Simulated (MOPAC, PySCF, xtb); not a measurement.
Bond stretch in HI, singlet.

Levels: GFN1-xTB (xtb); PM6, restricted, heats of formation (MOPAC); UHF/def2-TZVP, def2 effective core potentials past Kr (PySCF).

Energies are in kcal/mol, each relative to the lowest point of its own curve near equilibrium.

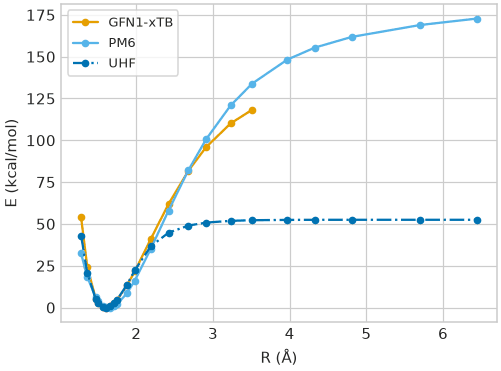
Figure: Energy against bond length for each method.

```json
[
 {"R / Å": "1.28", "GFN1-xTB": "53.9", "PM6": "32.3", "UHF": "43.1"},
 {"R / Å": "1.36", "GFN1-xTB": "24.4", "PM6": "18.3", "UHF": "21.0"},
 {"R / Å": "1.47", "GFN1-xTB": "5.4", "PM6": "6.1", "UHF": "5.0"},
 {"R / Å": "1.50", "GFN1-xTB": "2.9", "PM6": "4.1", "UHF": "2.8"},
 {"R / Å": "1.57", "GFN1-xTB": "0.2", "PM6": "0.9", "UHF": "0.2"},
 {"R / Å": "1.61", "GFN1-xTB": "0.0", "PM6": "0.1", "UHF": "0.0"},
 {"R / Å": "1.66", "GFN1-xTB": "0.9", "PM6": "0.0", "UHF": "0.9"},
 {"R / Å": "1.71", "GFN1-xTB": "2.7", "PM6": "0.8", "UHF": "2.7"},
 {"R / Å": "1.75", "GFN1-xTB": "4.7", "PM6": "2.0", "UHF": "4.8"},
 {"R / Å": "1.88", "GFN1-xTB": "13.4", "PM6": "8.7", "UHF": "13.8"},
 {"R / Å": "1.98", "GFN1-xTB": "21.6", "PM6": "16.1", "UHF": "22.3"},
 {"R / Å": "2.19", "GFN1-xTB": "41.1", "PM6": "35.2", "UHF": "36.7"},
 {"R / Å": "2.42", "GFN1-xTB": "61.9", "PM6": "58.0", "UHF": "44.7"},
 {"R / Å": "2.68", "GFN1-xTB": "81.8", "PM6": "82.2", "UHF": "49.0"},
 {"R / Å": "2.91", "GFN1-xTB": "95.9", "PM6": "100.6", "UHF": "50.8"},
 {"R / Å": "3.23", "GFN1-xTB": "110.1", "PM6": "120.8", "UHF": "51.9"},
 {"R / Å": "3.51", "GFN1-xTB": "118.2", "PM6": "133.9", "UHF": "52.2"},
 {"R / Å": "3.97", "GFN1-xTB": "—", "PM6": "148.3", "UHF": "52.4"},
 {"R / Å": "4.33", "GFN1-xTB": "—", "PM6": "155.4", "UHF": "52.5"},
 {"R / Å": "4.81", "GFN1-xTB": "—", "PM6": "161.8", "UHF": "52.5"},
 {"R / Å": "5.70", "GFN1-xTB": "—", "PM6": "168.9", "UHF": "52.5"},
 {"R / Å": "6.44", "GFN1-xTB": "—", "PM6": "172.8", "UHF": "52.5"}
]
```

At the longest distance, 6.44 Å, PM6 lies highest above its minimum (172.8 kcal/mol) and UHF lowest (52.5 kcal/mol).

A dash means that the run gave no value there, or that the column was ended at a point which the program doubted or which failed a test of continuity chosen for this set; such a test can also cut sound points.

The restricted form behind PM6 keeps the bonding electrons paired and can't separate into open-shell fragments. The unrestricted determinant behind UHF is spin-contaminated at 2.19 to 6.44 Å (<S²> up to 1.0, against 0.00 for a pure singlet).
